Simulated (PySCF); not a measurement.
# NMR shielding calculation, with input and output: BNH4

- system: BNH4, SMILES BN
- method: GIAO PBE0/pcSseg-1 NMR shielding, non-relativistic, gas phase (PySCF 2.14.0)

The geometry comes from this level: GFN2-xTB, MD frame at 625 fs, 300 K. It belongs to a series of runs on one base structure; here: MD frame at 625 fs, 300 K. Figures and captions count atoms from 1; the log counts them from 0 in places.

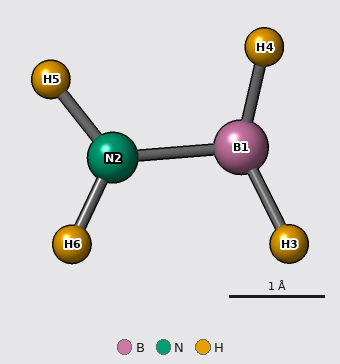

*The structure as given in the input (ball-and-stick view, seen on its broad side; atoms are numbered from 1 in the order of the input).*

Bond lengths as drawn: B–H 1.10 to 1.18 Å, B–N 1.37 Å and H–N 1.02 to 1.06 Å.

## Summary

| quantity | value |
| --- | --- |
| outcome | converged |
| total energy | −81.893680 hartree |
| HOMO | −8.50 eV |
| LUMO | 0.12 eV |
| dipole moment | 1.96 D |
| isotropic shielding, B | 62.8 ppm |
| isotropic shielding, N | 107.5 ppm |
| isotropic shielding, H | 25.3 to 27.4 ppm |
| hardware | 1 CPU thread, shared host |
| wall time | 3 s |
| peak memory | 0.29 GiB |

## Input
```
{"job": {"kind": "nmr", "xc": "PBE0", "basis": "pcSseg-1", "pop": false}, "charge": 0, "multiplicity": 1}
B     -0.675500    -0.100600     0.127400
N      0.659200     0.059700    -0.126500
H     -1.244400     0.870600    -0.223600
H     -0.732900    -0.717600     1.039700
H      1.378400    -0.648800     0.188900
H      0.985800     0.819700    -0.727400
```

The first line tells a small driver script what to run in PySCF; the rest is the geometry in Å.

Launched with:
```bash
OMP_NUM_THREADS=1 python <driver script> task.json out
```

## What the program printed
```
coarse grid: 4632 points
cycle   1  E = -81.8574112473  dE =  4.174e-02  |g| = 3.340e-01  |ddm| = 1.856e+00
cycle   2  E = -81.8565426388  dE =  8.686e-04  |g| = 3.670e-01  |ddm| = 5.155e-01
cycle   3  E = -81.8854144119  dE = -2.887e-02  |g| = 7.087e-02  |ddm| = 2.454e-01
cycle   4  E = -81.8865980575  dE = -1.184e-03  |g| = 1.125e-02  |ddm| = 5.144e-02
cycle   5  E = -81.8866312641  dE = -3.321e-05  |g| = 1.513e-03  |ddm| = 1.012e-02
cycle   6  E = -81.8866319111  dE = -6.470e-07  |g| = 1.731e-04  |ddm| = 2.275e-03
final grid: 43688 points
cycle   7  E = -81.8936718193  dE = -1.509e-05  |g| = 5.823e-03  |ddm| = 1.300e-02
cycle   8  E = -81.8936658296  dE =  5.990e-06  |g| = 8.109e-03  |ddm| = 8.236e-03
cycle   9  E = -81.8936793792  dE = -1.355e-05  |g| = 8.020e-04  |ddm| = 4.413e-03
cycle  10  E = -81.8936795649  dE = -1.857e-07  |g| = 9.693e-05  |ddm| = 7.150e-04
cycle  11  E = -81.8936795670  dE = -2.108e-09  |g| = 1.136e-05  |ddm| = 6.772e-05
cycle  12  E = -81.8936795670  dE = -3.280e-11  |g| = 9.857e-07  |ddm| = 1.037e-05
```

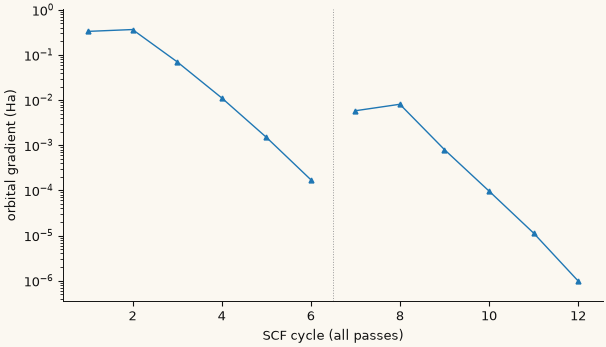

*Convergence of the self-consistent field: orbital gradient against the SCF cycle. The dotted line marks the change from a coarse to the final integration grid.*

The first 6 cycles use a coarse grid, the final grid takes over at cycle 7, and the field converges after 12 cycles in all.

```
converged SCF energy = -81.8936795670

GIAO shielding tensors (ppm)
atom      isotropic    diamagn.    paramagn.     s11        s22        s33       span
  0 B       62.783     197.660    -134.877     18.662     42.126    127.561    108.899
  1 N      107.542     318.709    -211.167    -29.837    154.407    198.058    227.896
  2 H       26.758      30.649      -3.891     23.585     26.986     29.701      6.116
  3 H       27.409      32.170      -4.761     23.061     27.701     31.464      8.404
  4 H       25.302      29.121      -3.820     22.175     23.259     30.471      8.296
  5 H       25.992      30.654      -4.662     22.541     23.684     31.751      9.209
```

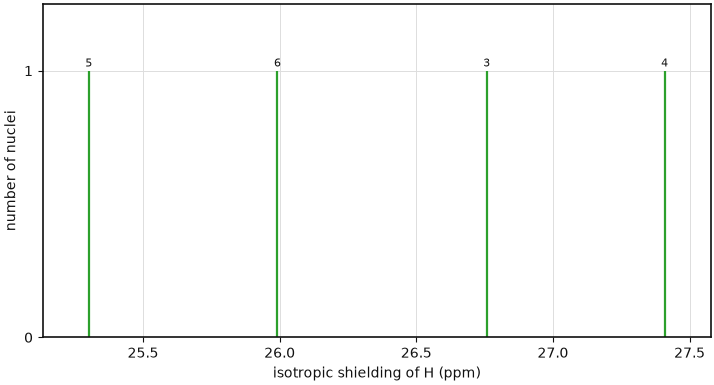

*Isotropic shieldings of the hydrogen nuclei in this fixed geometry, labelled by atom number; shielding grows to the right, so chemical shift grows to the left.*

The least shielded is H5 (25.3 ppm), the most shielded H4 (27.4 ppm).
